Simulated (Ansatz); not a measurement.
# What NaGeCl3 (model cell, started as cubic perovskite with Ge in the octahedra) distorts into, part 2 of 3

Aim: this structure of NaGeCl3 (model cell, started as cubic perovskite with Ge in the octahedra) is to be tested for unstable modes, and one is followed downhill.

Ansatz 0.2.0; DFT PBEsol, scalar-relativistic, plane waves, PAW; PAW set soft_1.

So far, highest frequency on the path or at a solved wavevector (cm⁻¹): step 2 (the dispersion) 269. Also lowest frequency on the path (cm⁻¹): step 2 -89.5.

The structure was built from a prototype and need not be the compound's stable phase.

### Step 6. Relaxation from the frozen mode

Starting from the lowest point found, all atoms and the cell are let go, so that strain and other modes of the same symmetry can join in.

Input file input.yaml:

```yaml
crystal:
  lattice:
    - [5.1274103071, 0.0, 0.0]
    - [0.0, 5.1274103071, 0.0]
    - [0.0, 0.0, 5.1274103071]
  atoms:
    - { symbol: Na, position: [0.0, 0.1170181367, 0.0] }
    - { symbol: Ge, position: [0.5, 0.4986810348, 0.5] }
    - { symbol: Cl, position: [0.5, 0.4689844063, 0.0] }
    - { symbol: Cl, position: [0.5, -0.0111542435, 0.5] }
    - { symbol: Cl, position: [0.0, 0.4689844063, 0.5] }
kpoints:
  mp_grid: { grid: [12, 12, 12] }
hamiltonian:
  xc: pbesol
  pseudopotentials: { kind: paw, azcp: { folder: soft_1 }, xc_functional: pbe }
scf:
  occupations: { method: fixed }
output:
  forces: true
  stress: true
  eigenvalues: true
relax:
  adjacent_minimum: "off"
  f_tol: 0.002
  max_steps: 120
  cell: { stress_tol: 0.03 }
```

Launch:

```console
ansatz run input.yaml --threads 8 --pin off --max-ram 16384MiB --backend cpu --events-out ev --progress --plain --runs-dir out
```

Numbers of over 12 decimals in the logs are rounded to 6 here.

The log of the run:

```text
[...]
Crystal: 5 atoms, lattice volume = 134.801 Å³
Basis set: ecut = 420 eV, 2601 PW (Γ), exchange–correlation on 72×72×72 points (8 copies of the dense FFT grid, shifted against one another)
Bands: 27, of which v1, the nominal top of the filled ones, is band 22 counted from 1 (21 counted from 0)
Symmetry: 8 space group operations
[...]
k-points: 196 of 1728 (time reversal used)
[...]
SCF iter   1: F=—  HF=-8918.718057 eV  |F-HF|=—  |Δ(HF+E_count)|=         —  Δρ=5.07e-2  dr2=3.09e0  ethr=3.10e-3  ⟨swp⟩=5.2  Hψ=21946  notcnv=0  defer=500
[...]
SCF iter  10: F=-8917.276779 eV  HF=-8917.276779 eV  |F-HF|=1.16e-8  |Δ(HF+E_count)|=   1.16e-7  Δρ=2.68e-6  dr2=1.38e-8  ethr=2.27e-10  ⟨swp⟩=13.8  Hψ=30264  notcnv=0
SCF 1 converged in 10 iterations: F = -8917.276779 eV  dr2 = 1.38e-8
[...]
relax step   1: F+E_penalty+E_count = -8917.27677881 eV  Δ(F+E_penalty+E_count) = +0.000e0 eV  max|allowed force component| = 2.432e-1 eV/Å  Δτ_max = 0.0000 Å  P = +0.320 GPa  Ω = 134.801 Å³  (10 SCF iters, dr2 threshold 1.00e-7 eV, accepted)
Crystal: 5 atoms, lattice volume = 137.110 Å³
Basis set: ecut = 420 eV, 2697 PW (Γ), exchange–correlation on 72×72×72 points (8 copies of the dense FFT grid, shifted against one another)
[...]
iter 1 solved again at ethr=1.07e-4 eV; its pass at ethr=3.10e-3 eV (dr2=4.70e-2 eV) is discarded
[...]
SCF iter   7: F=-8917.307807 eV  HF=-8917.307807 eV  |F-HF|=4.01e-7  |Δ(HF+E_count)|=   1.91e-6  Δρ=6.42e-6  dr2=9.80e-8  ethr=1.14e-9  ⟨swp⟩=12.4  Hψ=31497  notcnv=0
SCF 2 converged in 7 iterations: F = -8917.307807 eV  dr2 = 9.80e-8
relax step   2: F+E_penalty+E_count = -8917.30780700 eV  Δ(F+E_penalty+E_count) = -3.103e-2 eV  max|allowed force component| = 2.305e-1 eV/Å  Δτ_max = 0.1027 Å  P = -0.069 GPa  Ω = 137.110 Å³  energy of the carried Pulay correction = -1.309e-4 eV  (7 SCF iters, dr2 threshold 5.00e-7 eV, accepted)
Crystal: 5 atoms, lattice volume = 137.612 Å³
Basis set: ecut = 420 eV, 2721 PW (Γ), exchange–correlation on 72×72×72 points (8 copies of the dense FFT grid, shifted against one another)
[...]
SCF iter   7: F=-8917.358785 eV  HF=-8917.358783 eV  |F-HF|=1.37e-6  |Δ(HF+E_count)|=   1.15e-5  Δρ=9.18e-6  dr2=2.28e-7  ethr=1.14e-9  ⟨swp⟩=12.9  Hψ=31781  notcnv=0
SCF 3 converged in 7 iterations: F = -8917.358785 eV  dr2 = 2.28e-7
relax step   3: F+E_penalty+E_count = -8917.35878462 eV  Δ(F+E_penalty+E_count) = -5.098e-2 eV  max|allowed force component| = 1.396e-1 eV/Å  Δτ_max = 0.1951 Å  P = +0.157 GPa  Ω = 137.612 Å³  energy of the carried Pulay correction = -1.590e-4 eV  (7 SCF iters, dr2 threshold 5.00e-7 eV, accepted)
[... from here on, the SCF cycles and remarks between the steps are left out ...]
relax step   4: F+E_penalty+E_count = -8917.38762440 eV  Δ(F+E_penalty+E_count) = -2.884e-2 eV  max|allowed force component| = 2.063e-1 eV/Å  Δτ_max = 0.1951 Å  P = +0.140 GPa  Ω = 139.821 Å³  energy of the carried Pulay correction = -2.818e-4 eV  (7 SCF iters, dr2 threshold 5.00e-7 eV, accepted)
relax step   5: F+E_penalty+E_count = -8917.41152227 eV  Δ(F+E_penalty+E_count) = -2.390e-2 eV  max|allowed force component| = 2.091e-1 eV/Å  Δτ_max = 0.1384 Å  P = +0.264 GPa  Ω = 141.935 Å³  energy of the carried Pulay correction = -3.974e-4 eV  (7 SCF iters, dr2 threshold 5.00e-7 eV, accepted)
relax step   6: F+E_penalty+E_count = -8917.36625184 eV  Δ(F+E_penalty+E_count) = +4.527e-2 eV  max|allowed force component| = 1.111e0 eV/Å  Δτ_max = 0.1952 Å  P = +1.369 GPa  Ω = 146.828 Å³  energy of the carried Pulay correction = -6.584e-4 eV  (7 SCF iters, dr2 threshold 5.00e-7 eV, rejected (line search))
relax step   7: F+E_penalty+E_count = -8917.43037460 eV  Δ(F+E_penalty+E_count) = -1.885e-2 eV  max|allowed force component| = 1.589e-1 eV/Å  Δτ_max = 0.0761 Å  P = +0.037 GPa  Ω = 146.049 Å³  energy of the carried Pulay correction = -6.174e-4 eV  (11 SCF iters, accepted)
relax step   8: F+E_penalty+E_count = -8917.43178194 eV  Δ(F+E_penalty+E_count) = -1.407e-3 eV  max|allowed force component| = 2.066e-1 eV/Å  Δτ_max = 0.0576 Å  P = +0.111 GPa  Ω = 150.077 Å³  energy of the carried Pulay correction = -8.267e-4 eV  (6 SCF iters, dr2 threshold 5.00e-7 eV, accepted)
relax step   9: F+E_penalty+E_count = -8917.43254420 eV  Δ(F+E_penalty+E_count) = -7.623e-4 eV  max|allowed force component| = 6.810e-2 eV/Å  Δτ_max = 0.0879 Å  P = -0.199 GPa  Ω = 152.023 Å³  energy of the carried Pulay correction = -9.258e-4 eV  (6 SCF iters, dr2 threshold 5.00e-7 eV, accepted)
relax step  10: F+E_penalty+E_count = -8917.43415766 eV  Δ(F+E_penalty+E_count) = -1.613e-3 eV  max|allowed force component| = 7.256e-2 eV/Å  Δτ_max = 0.0481 Å  P = +0.186 GPa  Ω = 149.013 Å³  energy of the carried Pulay correction = -7.720e-4 eV  (7 SCF iters, dr2 threshold 2.90e-7 eV, accepted)
relax step  11: F+E_penalty+E_count = -8917.43505009 eV  Δ(F+E_penalty+E_count) = -8.924e-4 eV  max|allowed force component| = 2.271e-3 eV/Å  Δτ_max = 0.0226 Å  P = +0.006 GPa  Ω = 149.423 Å³  energy of the carried Pulay correction = -7.932e-4 eV  (6 SCF iters, dr2 threshold 3.29e-7 eV, accepted)
relax step  12: F+E_penalty+E_count = -8917.43505894 eV  Δ(F+E_penalty+E_count) = -8.855e-6 eV  max|allowed force component| = 9.963e-4 eV/Å  Δτ_max = 0.0032 Å  P = -0.003 GPa  Ω = 149.373 Å³  energy of the carried Pulay correction = -7.906e-4 eV  (7 SCF iters, dr2 threshold 3.22e-10 eV, accepted)
Basis set: ecut = 420 eV, 2939 PW (Γ), exchange–correlation on 72×80×72 points (8 copies of the dense FFT grid, shifted against one another)
[...]
SCF iter   7: F=-8917.436130 eV  HF=-8917.436130 eV  |F-HF|=2.18e-11  |Δ(HF+E_count)|=  9.90e-10  Δρ=6.59e-8  dr2=1.40e-11  ethr=1.00e-12  ⟨swp⟩=13.4  Hψ=37910  notcnv=0
SCF 13 converged in 7 iterations: F = -8917.436130 eV  dr2 = 1.40e-11
relax step  13: F+E_penalty+E_count = -8917.43613024 eV  Δ(F+E_penalty+E_count) = -1.071e-3 eV  max|allowed force component| = 1.794e-3 eV/Å  Δτ_max = 0.0000 Å  P = +0.001 GPa  Ω = 149.373 Å³  stress off target by 1.03e-3 GPa  SCF on the basis re-selected at this cell (its energy is not comparable with the rows above)  (7 SCF iters)
basis re-selected at this cell: Δ(F+E_penalty+E_count) = -1.071e-3 eV, ΔP = +0.004 GPa vs the last step (what re-selecting the basis moved, of the pressure what is left beyond the Pulay correction that the steps carried, after the strain that the cell walked since its last selection, with what the two solves' SCF thresholds leave and, on support functions, any second-order correction that the steps lacked; it is no measure of the basis error at this ecutwfc). The dense FFT grid was sized anew with the basis: this SCF ran on 36×40×36 points, the steps before it on 36×36×36, so part of this shift can come from that change (see relax.cell in the input reference). [rest of the remark cut]
SCF converged after 7 iterations
Free energy (F): -8917.436130 eV
[...]
Internal energy: -8917.436130 eV  (E = F + TS)
E sigma→0 (E₀):  -8917.436130 eV
Fermi energy:    2.857857 eV
[...]
--- Forces (eV/Å), atoms counted from 1 ---
  atom   1  Na    -0.00000000    -0.00003981    -0.00000000
  atom   2  Ge     0.00000000     0.00136434     0.00000000
  atom   3  Cl    -0.00000000     0.00023604     0.00000000
  atom   4  Cl     0.00000000    -0.00179353     0.00000000
  atom   5  Cl     0.00000000     0.00023604     0.00000000
  max |Σ_I F_I| component: 3.09e-6 eV/Å
--- Stress (GPa, compression-positive) ---
        0.001030       0.000000       0.000000
        0.000000       0.000158      -0.000000
        0.000000      -0.000000       0.001030
  P = ⅓ Tr σ = 0.0007 GPa (0.007 kbar)
--- Band table (eV; the first three rows and the last of 196) ---
  k-point 0: bands = [... 18 lower, -0.3840, -0.3238, -0.0592, -0.0592, 5.2745, 7.4496, 7.4496, 8.2858, ... 1 higher]
  k-point 1: bands = [... 18 lower, -0.3991, -0.3368, -0.0587, -0.0510, 5.3415, 7.3368, 7.4277, 8.3612, ... 1 higher]
  k-point 2: bands = [... 18 lower, -0.4599, -0.3444, -0.0571, -0.0181, 5.5346, 6.9789, 7.3842, 8.4584, ... 1 higher]
  k-point 195: bands = [... 18 lower, -0.1855, 0.2943, 0.2943, 2.8579, 3.8530, 3.8530, 4.4977, 6.4171, ... 1 higher]
--- Relaxed structure (12 steps of the walk, 11 accepted, 1 SCFs on fresh bases) ---
  F+E_penalty+E_count = -8917.43613024 eV   max|allowed force component| = 1.794e-3 eV/Å   (the final SCF, on the basis selected at the relaxed cell)
  cell:  # Å, volume = 149.3732 Å³
    - [5.256344, 0, 0.0]
    - [0, 5.406364, 0.0]
    - [0, 0.0, 5.256344]
  atoms:
    - { symbol: Na, position: [0, 0.259297, 0.0] }
    - { symbol: Ge, position: [0.5, 0.491989, 0.5] }
    - { symbol: Cl, position: [0.5, 0.437007, 0.0] }
    - { symbol: Cl, position: [0.5, -0.082787, 0.5] }
    - { symbol: Cl, position: [0, 0.437007, 0.5] }
```

Run time: 2.4 min. Hardware: 8 threads of Arm Neoverse V1, shared host; peak memory 1 GiB.

Step by step:

```
step  energy less that of the first step (eV)  largest force component (eV/Å)  pressure (GPa)  volume (Å³)
   1                                   0.0000                          0.2432            0.32       134.80
   2                                  -0.0310                          0.2305           -0.07       137.11
   3                                  -0.0820                          0.1396            0.16       137.61
   4                                  -0.1108                          0.2063            0.14       139.82
   5                                  -0.1347                          0.2091            0.26       141.93
   6                                  -0.0895                          1.1113            1.37       146.83
   7                                  -0.1536                          0.1589            0.04       146.05
   8                                  -0.1550                          0.2066            0.11       150.08
   9                                  -0.1558                          0.0681           -0.20       152.02
  10                                  -0.1574                          0.0726            0.19       149.01
  11                                  -0.1583                          0.0023            0.01       149.42
  12                                  -0.1583                          0.0010            0.00       149.37
 13*                                  -0.1594                          0.0018            0.00       149.37
```

Relaxation steps marked * repeat the geometry before them on a plane-wave basis chosen anew for their cell, so energy and pressure can jump there. Relaxation step 6 was tried and not accepted.

The run keeps the 8 symmetry operations that it works with, so distortions that break them were not tested.

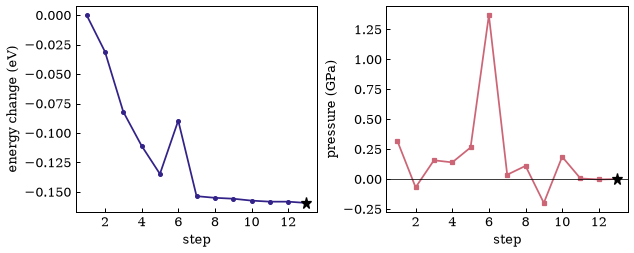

Energy and pressure along the relaxation. Stars mark steps on a basis chosen anew.

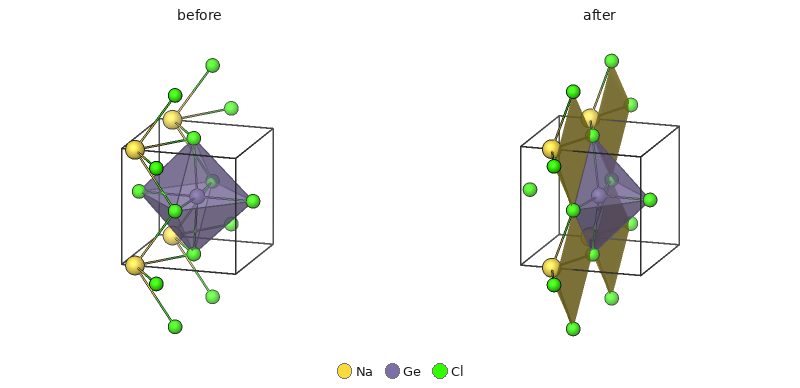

The structure before and after the relaxation, drawn at the same scale. Bonds to atoms that aren't drawn are left out.

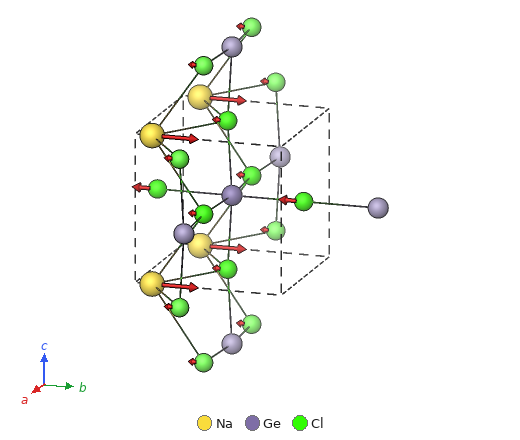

Displacements in the relaxation, exaggerated, measured against the changing cell; the longest in the cell stands for 0.77 Å. Some periodic images of atoms are drawn too.

```
conventional cell, symmetrised  before  after   change
                         a (Å)   5.127  5.256   +2.5 %
                         b (Å)   5.127  5.256   +2.5 %
                         c (Å)   5.127  5.406   +5.4 %
              volume (Å³/atom)   26.96  29.87  +10.8 %
```

The atoms that moved most (Å, as changes of fractional coordinates times the final cell):

```
atom     dx      dy     dz  length
 Na1  0.000   0.769  0.000   0.769
 Cl4  0.000  -0.387  0.000   0.387
 Cl5  0.000  -0.173  0.000   0.173
 Cl3  0.000  -0.173  0.000   0.173
 Ge2  0.000  -0.036  0.000   0.036
```

Final coordinates:

```xyz
5
Lattice="5.2563 0.0000 0.0000 0.0000 5.4064 0.0000 0.0000 0.0000 5.2563" Properties=species:S:1:pos:R:3 pbc="T T T"
Na    0.0000    1.4019    0.0000
Ge    2.6282    2.6599    2.6282
Cl    2.6282    2.3626    0.0000
Cl    2.6282   -0.4476    2.6282
Cl    0.0000    2.3626    2.6282
```

Numbers from this step:

```
pressure          : 7.39e-4 GPa
gap on the k-mesh : 0.9951 eV
volume per atom   : 29.87 Å³
```

The distorted start has space group P4mm; the relaxation ends in P4mm.

### Step 7. The new phase in its own primitive cell

The relaxed structure is symmetrised, reduced to its primitive cell and relaxed tightly, as its phonons need.

input.yaml, the sections that differ from step 6:

```yaml
crystal:
  lattice:
    - [5.256343765, 0.0, 0.0]
    - [0.0, 5.256343765, 0.0]
    - [0.0, 0.0, 5.4063643001]
  atoms:
    - { symbol: Na, position: [0.0, 0.0, 0.7407026621] }
    - { symbol: Ge, position: [0.5, 0.5, 0.5080111618] }
    - { symbol: Cl, position: [0.5, 0.0, 0.5629927799] }
    - { symbol: Cl, position: [0.5, 0.5, 0.0827868757] }
    - { symbol: Cl, position: [0.0, 0.5, 0.5629927799] }
kpoints:
  mp_grid: { grid: [8, 8, 8] }
relax:
  adjacent_minimum: "off"
  f_tol: 0.001
  max_steps: 60
  cell: { stress_tol: 0.01 }
# hamiltonian, scf, output: as in step 6
```

The log of the run:

```text
[...]
Crystal: 5 atoms, lattice volume = 149.373 Å³
Basis set: ecut = 420 eV, 2939 PW (Γ), exchange–correlation on 72×72×80 points (8 copies of the dense FFT grid, shifted against one another)
Bands: 27, of which v1, the nominal top of the filled ones, is band 22 counted from 1 (21 counted from 0)
Symmetry: 8 space group operations
[...]
k-points: 75 of 512 (time reversal used)
[...]
--- Relaxed structure (4 steps of the walk, 4 accepted, 1 SCFs on fresh bases) ---
[...]
cell:  # Å, volume = 149.5074 Å³
    - [5.257444, 0.0, 0]
    - [0.0, 5.257444, 0.0]
    - [0, 0.0, 5.408954]
  atoms:
    - { symbol: Na, position: [0, 0.0, 0.740380] }
    - { symbol: Ge, position: [0.5, 0.5, 0.507938] }
    - { symbol: Cl, position: [0.5, 0.0, 0.563063] }
    - { symbol: Cl, position: [0.5, 0.5, 0.083042] }
    - { symbol: Cl, position: [0, 0.5, 0.563063] }
[key lines of the parts left out:]
SCF converged after 6 iterations
Free energy (F): -8917.435506 eV
Fermi energy:    2.846339 eV
P = ⅓ Tr σ = -0.0014 GPa (-0.014 kbar)
```

The job ended after 22 s (8 threads; peak memory 0.72 GiB; 2.8 min of CPU time).

Little changed from the start: no atom moved by 0.005 Å and no cell edge by 0.1 %.

This step gave:

- pressure: -0.001389 GPa
- gap on the k-mesh: 0.9998 eV
- volume per atom: 29.90 Å³
- direct gap on mesh: 0.9998 eV

The largest force component left is 0.40 meV/Å and the pressure is -0.001 GPa, within the tolerances set. The cell now holds 29.90 Å³/atom.

[end of part 2 of 3]

[Logs are printed without paths, hosts, clocks, repeated set-up lines and the standing remarks that a program may print on its own settings, such as how far it seeks lower states.]

[Hosts, paths, dates, database ids (printed as entryN), source tags and the programs' standing remarks are cut or masked in the printed files.]
